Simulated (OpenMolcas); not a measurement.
Exact exchange and the vertical ionisation energy of B2NH2OF

The species is B2NH2OF (7 atoms), meant as a singlet with charge 0. SMILES: `OB1NB1F`. The shape is that of a PBE0-D4/def2-TZVP optimisation. This is one conformer, not always the lowest.

The vertical ionisation energy (to the doublet cation) y, in eV, basis def2-SVP; a is the functional's share of exact exchange. Programs: OpenMolcas 26.06.

```
functional     program     a  y (eV)
    revPBE  OpenMolcas     0    9.38
    r2SCAN  OpenMolcas     0    9.54
     B3LYP  OpenMolcas   0.2    9.74
      PBE0  OpenMolcas  0.25       ?
     BHLYP  OpenMolcas   0.5    9.88
```

Q: Fit y = c + s·a to the known rows and predict PBE0.

A: 
1. Means of the 4 rows: a = 0.1750, y = 9.635.
2. Σ(Δa)² = 0.1675, Σ(Δa·Δy) = 0.1435, so the slope is 0.1435/0.1675 = 0.85672.
3. Intercept: 9.635 − (0.85672) × 0.1750 = 9.485. The largest residual of the fit is 0.10.
4. PBE0: 9.485 + (0.85672) × 0.25 = 9.70 eV.

The run gave 9.72 eV, so the prediction is off by -0.02 eV, within the largest residual. The rows mix families of semi-local functionals, which the line can't see.

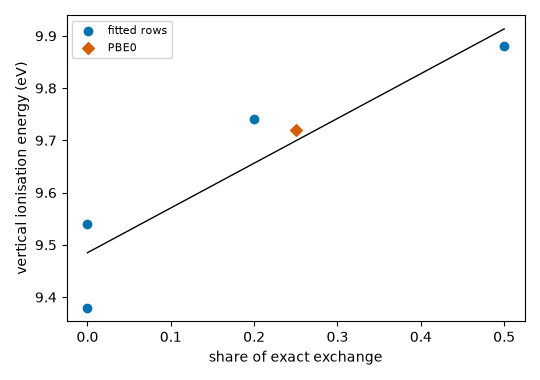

The fitted line, with the withheld row.
